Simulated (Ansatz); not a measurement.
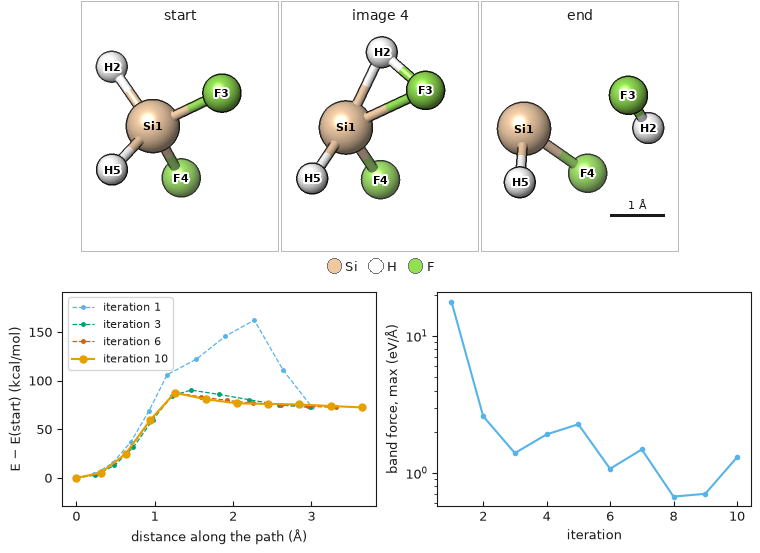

NEB run on SiH2F2. Images are numbered from 0 (start) to 10 (end). The plot follows the band through its iterations. The picture is a ball-and-stick view, seen from a free direction.

All numbers below come from RKS CAM-B3LYP/def2-SVP in Ansatz 0.2.0. Run with 9 movable images; climbing image; force threshold 0.03 eV/Å; iteration limit 10; starting path through a guess of the saddle point.

Did the band converge, and can the barrier be trusted?

Answer. The result isn't final. The band hadn't converged when the run stopped after 10 iterations. The largest component of the band force went from 18 to 1.3 eV/Å. The barrier read from it is provisional, though the highest image hardly moved in the last two iterations. The iteration limit was low. The first iteration put the highest image at 162.3 kcal/mol. The highest point, image 4, lies 87.5 kcal/mol above the start and 15.0 kcal/mol above the end; the end is at +72.5 kcal/mol relative to the start.

The run took 110 s on 1 thread of Arm Neoverse V1 (shared host), peak memory 0.11 GiB.
